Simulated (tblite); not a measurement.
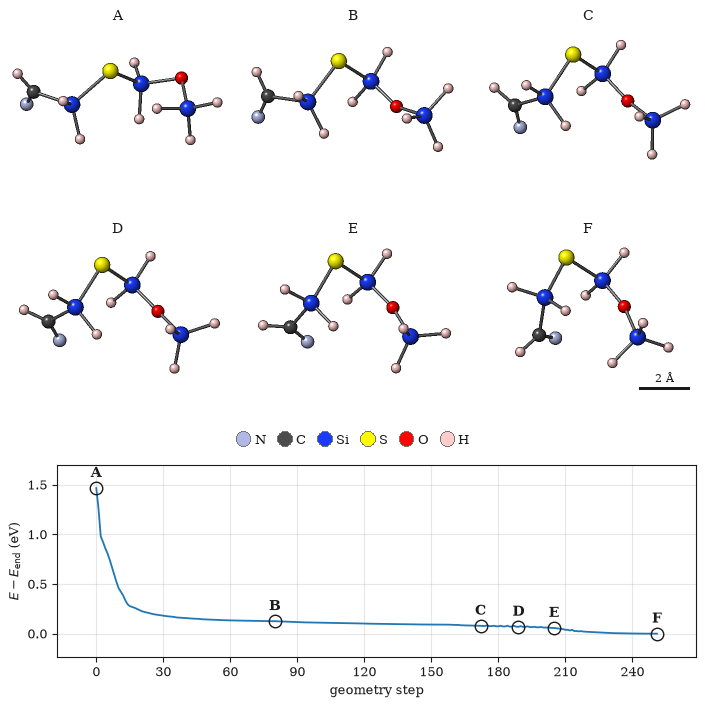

Frames of a relaxation of CH₈NOSSi₃ (multiplicity 2), marked on the history of the run. Style: ball-and-stick. Shown from a free direction.

All numbers below come from GFN2-xTB geometry optimisation, gas phase in tblite 0.8.0. 

Question: Describe the path.

Answer: Over 251 geometry steps the energy falls by 1.467 eV. An H atom moves most after the best rigid fit: 2.95 Å. Largest moves by element: H 2.95 Å, N 2.52 Å, C 1.88 Å, O 1.28 Å, S 1.28 Å, Si 1.03 Å. Among the contacts that change: Si–Si 2.749 → 3.205 Å, O–Si 1.726 → 1.604 Å, O–Si 1.739 → 1.625 Å, C–Si 1.849 → 1.959 Å. Bond angles that change, for instance: Si–O–Si 105.0° → 166.0°, Si–C–H 121.5° → 110.9°, S–Si–H 111.3° → 100.8°. Groups turn about S–Si by about 95°, C–Si by about 70°, S–Si by about 50°. Cost: 2.6 s on 1 thread of Arm Neoverse V1 (shared host). From step 0 to 80: the O atom moves most (1.41 Å), energy −1.341 eV. From step 80 to 172: the N atom moves most (1.18 Å), energy −0.047 eV. From step 172 to 189: the N atom moves most (0.38 Å), energy −0.010 eV. From step 189 to 205: an H atom moves most (0.64 Å), energy −0.012 eV. From step 205 to 251: an H atom moves most (1.40 Å), energy −0.057 eV.

```json
{"step": "0", "E − E(0), eV": "0.0000"}
{"step": "1", "E − E(0), eV": "-0.2096"}
{"step": "2", "E − E(0), eV": "-0.4871"}
{"step": "3", "E − E(0), eV": "-0.5417"}
{"step": "4", "E − E(0), eV": "-0.6043"}
{"step": "5", "E − E(0), eV": "-0.6563"}
{"step": "6", "E − E(0), eV": "-0.7204"}
{"step": "7", "E − E(0), eV": "-0.7952"}
{"step": "8", "E − E(0), eV": "-0.8719"}
{"step": "9", "E − E(0), eV": "-0.9446"}
{"step": "10", "E − E(0), eV": "-1.0083"}
{"step": "23", "E − E(0), eV": "-1.2556"}
{"step": "35", "E − E(0), eV": "-1.2991"}
{"step": "48", "E − E(0), eV": "-1.3222"}
{"step": "61", "E − E(0), eV": "-1.3336"}
{"step": "73", "E − E(0), eV": "-1.3373"}
{"step": "86", "E − E(0), eV": "-1.3459"}
{"step": "99", "E − E(0), eV": "-1.3551"}
{"step": "111", "E − E(0), eV": "-1.3603"}
{"step": "124", "E − E(0), eV": "-1.3668"}
{"step": "137", "E − E(0), eV": "-1.3727"}
{"step": "150", "E − E(0), eV": "-1.3745"}
{"step": "162", "E − E(0), eV": "-1.3784"}
{"step": "175", "E − E(0), eV": "-1.3830"}
{"step": "188", "E − E(0), eV": "-1.3968"}
{"step": "200", "E − E(0), eV": "-1.4042"}
{"step": "213", "E − E(0), eV": "-1.4284"}
{"step": "226", "E − E(0), eV": "-1.4555"}
{"step": "238", "E − E(0), eV": "-1.4638"}
{"step": "251", "E − E(0), eV": "-1.4667"}
```
